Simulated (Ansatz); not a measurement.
## Nudged elastic band, with input and output: AlHCl2

System: AlHCl2.
Method: RKS PBE-D4/def2-SVPD (Ansatz 0.2.0).

It belongs to a series of runs on one base structure; here: band between the two ends. Figures and captions count atoms from 1; the log counts them from 0 in places.

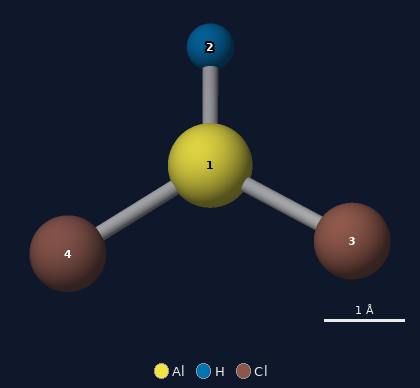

**Figure 1.** The structure as given in the input (ball-and-stick view, seen at a tilt; atoms are numbered from 1 in the order of the input). Sticks mark near contacts.

The input
```yaml
crystal:
  periodic: [false, false, false]
  atoms:
    - { symbol: Al, position_ang: [0.319351, 0.0, 0.34786] }
    - { symbol: H, position_ang: [0.088316, 0.0, 1.903927] }
    - { symbol: Cl, position_ang: [2.273927, 0.0, -0.46383] }
    - { symbol: Cl, position_ang: [-1.314794, 0.0, -0.998757] }
basis:
  gaussian: { orbitals: def2-SVPD }
hamiltonian:
  xc: pbe
  dispersion: d4
neb:
  order_check: false
  images: 6
  f_tol: 0.05
  max_iterations: 60
  climbing: false
  final_atoms:
    - { symbol: Al, position_ang: [-0.59713761, -0.00041452, -0.19612971] }
    - { symbol: H, position_ang: [1.66738004, 0.00016975, 0.75162049] }
    - { symbol: Cl, position_ang: [2.89407795, 0.00012239, 1.26014663] }
    - { symbol: Cl, position_ang: [-2.59752038, 0.00012238, -1.02643741] }
  initial_path:
    images:
      - { positions_ang: [[0.319351, 0.0, 0.34786], [0.088316, 0.0, 1.903927], [2.273927, 0.0, -0.46383], [-1.314794, 0.0, -0.998757]] }
      - { positions_ang: [[0.22830641, 0.0, 0.24812895], [0.31884795, 0.0, 1.79267691], [2.30923501, 0.0, -0.21735848], [-1.48958936, 0.0, -1.03424738]] }
      - { positions_ang: [[0.13726182, 0.0, 0.1483979], [0.54937989, 0.0, 1.68142682], [2.34454301, 0.0, 0.02911304], [-1.66438473, 0.0, -1.06973776]] }
      - { positions_ang: [[0.04621723, 0.0, 0.04866684], [0.77991184, 0.0, 1.57017673], [2.37985102, 0.0, 0.27558456], [-1.83918009, 0.0, -1.10522814]] }
      - { positions_ang: [[-0.08470971, -5.922e-05, -0.02904597], [1.00549241, 2.425e-05, 1.40556152], [2.46844401, 1.748e-05, 0.52186693], [-2.02242672, 1.748e-05, -1.10918248]] }
      - { positions_ang: [[-0.25551901, -0.00017765, -0.08474055], [1.22612162, 7.275e-05, 1.18758117], [2.61032199, 5.245e-05, 0.76796016], [-2.2141246, 5.245e-05, -1.08160079]] }
      - { positions_ang: [[-0.42632831, -0.00029609, -0.14043513], [1.44675083, 0.00012125, 0.96960083], [2.75219997, 8.742e-05, 1.0140534], [-2.40582249, 8.742e-05, -1.0540191]] }
      - { positions_ang: [[-0.59713761, -0.00041452, -0.19612971], [1.66738004, 0.00016975, 0.75162049], [2.89407795, 0.00012239, 1.26014663], [-2.59752038, 0.00012238, -1.02643741]] }
```

Launched with:
```bash
ansatz run input.yaml --threads 2 --pin off --max-ram 3072MiB --backend cpu --events-out ev --progress --plain --runs-dir out
```

Output
```
Engine: ansatz 0.2.0, aarch64-unknown-linux-gnu
Functional definition: PBE
  parameter kappa = 0.804
  parameter beta = 0.06672455060314922
  exchange = pbe_x(kappa = kappa, mu = beta*pi^2/3)
  correlation = pbe_c(beta = beta)
845 factors; their error is unknown
mean field evaluation 1: about -31637.1991 eV, gradient 2.1e1 eV
mean field evaluation 2: about -31636.5426 eV, gradient 2.7e1 eV
mean field evaluation 4: about -31638.4939 eV, gradient 7.7e-1 eV
mean field evaluation 8: about -31638.4547 eV, gradient 1.2e-2 eV
mean field -31638.45475001 eV, -1162.6917667482 hartree, gradient 3.6e-5 eV, S^2 0.000000; 0 other end points of the search recorded, 0 dependent functions left out
the calculation of the forces begins
reference -31638.45479512 eV, -1162.6917684056 hartree; 24, 24 occupied and 62, 62 virtual orbitals, 845 factors
845 factors; their error is unknown
mean field evaluation 16: about -31632.2066 eV, gradient 3.8e1 eV
mean field -31636.53596943 eV, -1162.6212528624 hartree, gradient 6.5e-5 eV, S^2 0.000000; 0 other end points of the search recorded, 0 dependent functions left out
[... from here on the field's lines of each further geometry are left out, up to the last ...]
NEB iter   1: max|band force component| = 1.082e0 eV/Å  barrier→ = 3.0515 eV  barrier← = 1.1307 eV  Δτ_max = 0.2000 Å  (210 SCF iters)
NEB iter   2: max|band force component| = 9.924e-1 eV/Å  barrier→ = 2.8008 eV  barrier← = 0.8801 eV  Δτ_max = 0.1960 Å  (180 SCF iters)
NEB iter   3: max|band force component| = 1.079e0 eV/Å  barrier→ = 2.6072 eV  barrier← = 0.6865 eV  Δτ_max = 0.0994 Å  (184 SCF iters)
NEB iter   4: max|band force component| = 6.388e-1 eV/Å  barrier→ = 2.5357 eV  barrier← = 0.6150 eV  Δτ_max = 0.0993 Å  (165 SCF iters)
NEB iter   5: max|band force component| = 5.938e-1 eV/Å  barrier→ = 2.5460 eV  barrier← = 0.6253 eV  Δτ_max = 0.0988 Å  (172 SCF iters)
NEB iter   6: max|band force component| = 6.829e-1 eV/Å  barrier→ = 2.5508 eV  barrier← = 0.6301 eV  Δτ_max = 0.0990 Å  (170 SCF iters)
NEB iter   7: max|band force component| = 2.969e-1 eV/Å  barrier→ = 2.5266 eV  barrier← = 0.6059 eV  Δτ_max = 0.1934 Å  (173 SCF iters)
NEB iter   8: max|band force component| = 1.818e0 eV/Å  barrier→ = 2.4471 eV  barrier← = 0.5264 eV  Δτ_max = 0.0973 Å  (183 SCF iters)
NEB iter   9: max|band force component| = 4.989e-1 eV/Å  barrier→ = 2.3787 eV  barrier← = 0.4580 eV  Δτ_max = 0.0600 Å  (170 SCF iters)
NEB iter  10: max|band force component| = 3.761e-1 eV/Å  barrier→ = 2.2922 eV  barrier← = 0.3715 eV  Δτ_max = 0.1071 Å  (168 SCF iters)
NEB iter  11: max|band force component| = 2.016e-1 eV/Å  barrier→ = 2.2499 eV  barrier← = 0.3292 eV  Δτ_max = 0.0527 Å  (164 SCF iters)
NEB iter  12: max|band force component| = 8.751e-2 eV/Å  barrier→ = 2.2697 eV  barrier← = 0.3490 eV  Δτ_max = 0.0136 Å  (167 SCF iters)
NEB iter  13: max|band force component| = 6.750e-2 eV/Å  barrier→ = 2.2703 eV  barrier← = 0.3496 eV  Δτ_max = 0.0112 Å  (157 SCF iters)
the calculation of the forces begins
reference -31636.51636120 eV, -1162.6205322732 hartree; 24, 24 occupied and 62, 62 virtual orbitals, 845 factors
845 factors; their error is unknown
mean field evaluation 800: about -31636.1750 eV, gradient 6.9e-3 eV
mean field -31636.17503418 eV, -1162.6079887365 hartree, gradient 9.2e-6 eV, S^2 0.000000; 1 other end points of the search recorded, 0 dependent functions left out
the calculation of the forces begins
reference -31636.17507689 eV, -1162.6079903062 hartree; 24, 24 occupied and 62, 62 virtual orbitals, 845 factors
NEB iter  14: max|band force component| = 1.650e-2 eV/Å  barrier→ = 2.2687 eV  barrier← = 0.3480 eV  Δτ_max = 0.0000 Å  (337 SCF iters)
```

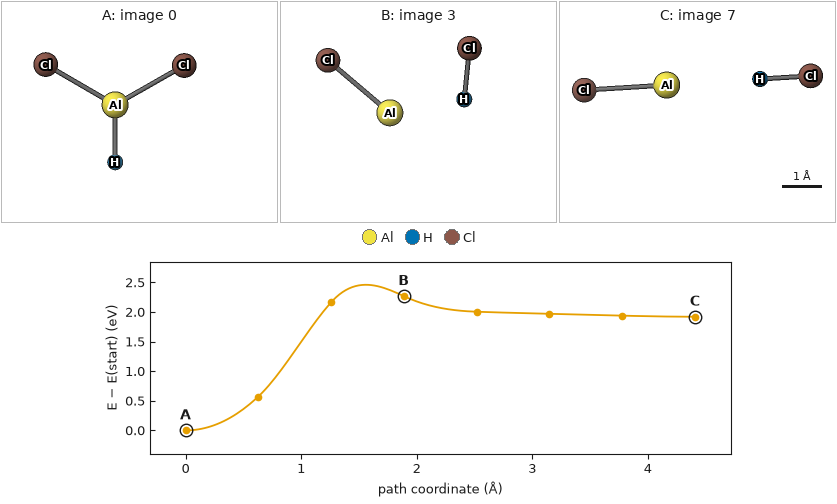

**Figure 2.** Images of the last band (counted from 0; ball-and-stick, seen at a tilt) above the energy along the path; the line is a cubic interpolation that uses the forces. The highest image is number 3, 2.269 eV above the start and 0.348 eV above the end; the end lies 1.921 eV above the start. The path is 4.41 Å long. The band converged in 14 iterations.

```
Total energy: -31636.27483659 eV, -1162.6116564074 hartree
Atom 0 at    -0.625047    -0.000013     0.684469 Å, force    -0.640855    -0.000009     0.208382 eV/Å
Atom 1 at     1.263752    -0.000014     1.304533 Å, force     0.473099     0.000015    -0.430029 eV/Å
Atom 2 at     2.068379     0.000017     0.151292 Å, force     0.237802    -0.000008     0.375488 eV/Å
Atom 3 at    -1.340284     0.000009    -1.351094 Å, force    -0.070046     0.000002    -0.153841 eV/Å
Dipole moment:     0.042456    -0.000005     0.364823 e Å
this run last wrote the band of iteration 14 to [file]
```

The last band as extended XYZ (Å, eV, eV/Å)
```
4
Properties=species:S:1:pos:R:3:forces:R:3 image=0 energy=-31638.54351
Al    0.3194    0.0000    0.3479   -0.0111   0.0000  -0.0108
H     0.0883    0.0000    1.9039   -0.0032   0.0000   0.0130
Cl    2.2739    0.0000   -0.4638    0.0013   0.0000  -0.0067
Cl   -1.3148    0.0000   -0.9988    0.0130   0.0000   0.0045
4
Properties=species:S:1:pos:R:3:forces:R:3 image=1 energy=-31637.97089
Al    0.0685    0.0000    0.3645    0.9863   0.0000  -0.4034
H     0.5440    0.0000    1.8503   -1.1407   0.0000   0.7143
Cl    2.1174    0.0000   -0.2263    0.2391   0.0000  -0.7150
Cl   -1.3631    0.0000   -1.1993   -0.0847   0.0000   0.4041
4
Properties=species:S:1:pos:R:3:forces:R:3 image=2 energy=-31636.37974
Al   -0.2479    0.0000    0.5093    1.3647   0.0000  -0.5559
H     0.9468    0.0000    1.6045   -1.0526   0.0000   1.0084
Cl    2.0346    0.0000   -0.0258   -0.1242   0.0000  -0.7226
Cl   -1.3667    0.0000   -1.2988   -0.1879   0.0000   0.2701
4
Properties=species:S:1:pos:R:3:forces:R:3 image=3 energy=-31636.27479
Al   -0.6250    0.0000    0.6845   -0.6409   0.0000   0.2084
H     1.2638    0.0000    1.3045    0.4731   0.0000  -0.4300
Cl    2.0684    0.0000    0.1513    0.2378   0.0000   0.3755
Cl   -1.3403    0.0000   -1.3511   -0.0700   0.0000  -0.1538
4
Properties=species:S:1:pos:R:3:forces:R:3 image=4 energy=-31636.53821
Al   -0.9304   -0.0001    0.6552   -0.0392   0.0000   0.0014
H     1.4336    0.0000    1.1912    0.0291   0.0000  -0.0177
Cl    2.4577    0.0001    0.3542    0.0448   0.0000   0.0312
Cl   -1.5941    0.0000   -1.4114   -0.0347   0.0000  -0.0149
4
Properties=species:S:1:pos:R:3:forces:R:3 image=5 energy=-31636.57312
Al   -0.8749   -0.0002    0.4707    0.0051   0.0000  -0.0146
H     1.4680   -0.0001    1.0357    0.0044   0.0000  -0.0133
Cl    2.7466    0.0002    0.6810    0.0231   0.0000   0.0276
Cl   -1.9730    0.0001   -1.3983   -0.0326   0.0000   0.0003
4
Properties=species:S:1:pos:R:3:forces:R:3 image=6 energy=-31636.60473
Al   -0.7477   -0.0003    0.1813    0.0099   0.0000  -0.0214
H     1.5666   -0.0001    0.8987    0.0076   0.0000  -0.0095
Cl    2.8919    0.0002    0.9916    0.0098   0.0000   0.0238
Cl   -2.3440    0.0001   -1.2825   -0.0273   0.0000   0.0071
4
Properties=species:S:1:pos:R:3:forces:R:3 image=7 energy=-31636.62280
Al   -0.5971   -0.0004   -0.1961   -0.0012   0.0002   0.0008
H     1.6674    0.0002    0.7516    0.0076  -0.0002   0.0013
Cl    2.8941    0.0001    1.2601   -0.0076   0.0001  -0.0022
Cl   -2.5975    0.0001   -1.0264    0.0012  -0.0001   0.0001
```

Key numbers

- outcome: converged
- barrier, forward: 2.269 eV
- barrier, backward: 0.348 eV
- hardware: 2 threads of Arm Neoverse V1, 24 GiB of memory available, shared host
- wall time: 91 s (CPU time 2.9 min)
- peak memory: 0.15 GiB

The order of the saddle point was not checked.
